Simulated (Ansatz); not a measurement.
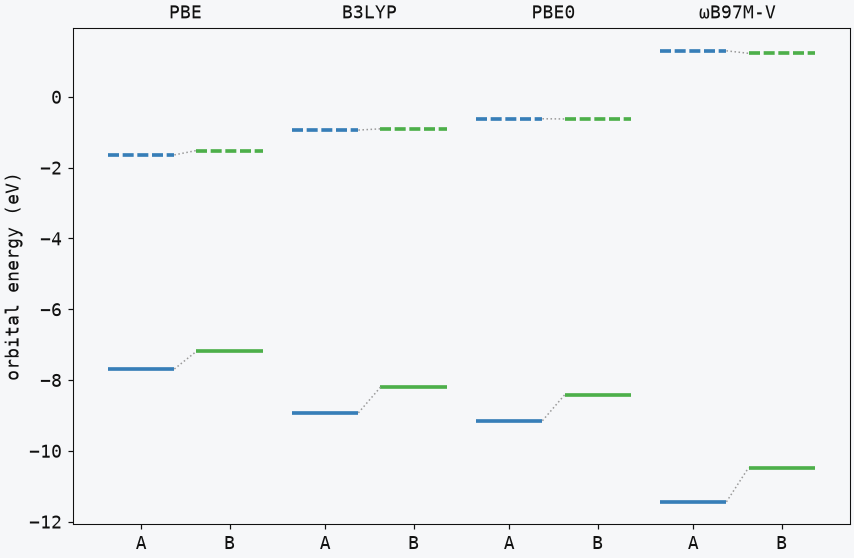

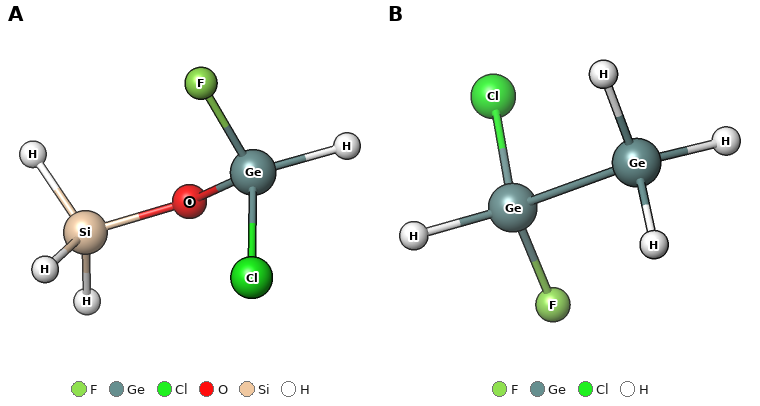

One change: A, GeSiH₄OClF (SMILES [F][Ge@@H]([Cl])[O][SiH3]), becomes B, Ge₂H₄ClF (SMILES [F][Ge@H]([Cl])[GeH3]). SiH₃O (bound through O) on Ge is replaced by GeH₃. HOMO (solid) and LUMO (dashed) computed in def2-TZVPP at PBE0-D4/def2-TZVP geometries, both minima by their frequencies, gas phase, the Ansatz code. Empty levels above zero depend strongly on the basis.

### What does the change do to HOMO and LUMO?

PBE: the HOMO rises by 0.50 eV, the LUMO rises by 0.12 eV, and the separation goes from 6.05 to 5.67 eV. B3LYP: the HOMO rises by 0.73 eV, the LUMO rises by 0.03 eV, and the separation goes from 7.99 to 7.30 eV. PBE0: the HOMO rises by 0.73 eV, the LUMO hardly moves, and the separation goes from 8.53 to 7.80 eV. ωB97M-V: the HOMO rises by 0.96 eV, the LUMO falls by 0.07 eV, and the separation goes from 12.74 to 11.71 eV.

### Do the functionals agree on the effect?

Not on every direction; the HOMO shift lies between 0.50 and 0.96 eV and the LUMO shift between −0.07 and 0.12 eV, while the separations themselves differ by up to 6.7 eV between functionals.

Note: one conformer of each flexible molecule.
